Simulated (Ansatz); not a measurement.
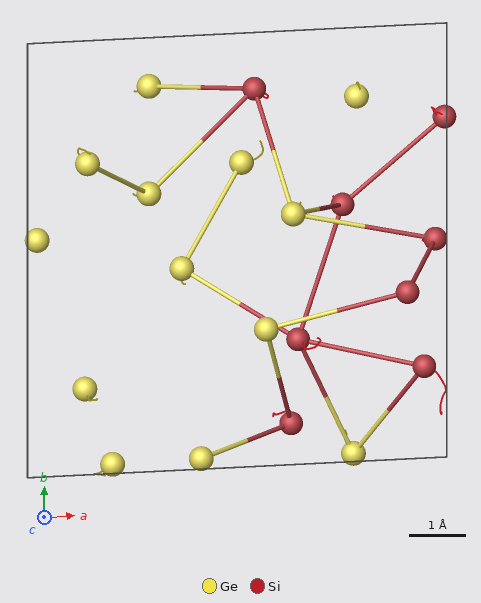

First-principles dynamics of an amorphous cell of composition Si8Ge13 (21 atoms in the cell), 174 fs long. It starts from the last geometry of an earlier run, with fresh velocities. Lines trace each atom's path, in the colour of its element; spheres stand at the starting positions. Seen along the c axis in the simulation cell.

These are results of DFT PBE, scalar-relativistic, plane waves, PAW in Ansatz, not measurements. Run with plane-wave cutoff 420 eV; k-point mesh 1 × 1 × 1; Fermi-Dirac smearing 0.05 eV; set temperature 300 K; time step 3 fs.

**How do the atoms move?**

In the second half of the run the atoms are, in the root-mean-square, this far from where they began (common drift taken out): Si 0.44 Å, Ge 0.32 Å. The run lasts only 174 fs, too short to tell vibration from diffusion. Bond changes: one Si–Si bond forms at about 120 fs.

Limits of the set-up: the periodic images lie only 7.6 Å apart, so the values are limited by the cell's size.

The run took 2.3 min on 2 threads of Arm Neoverse V2, on a shared host, peak memory 0.66 GiB.
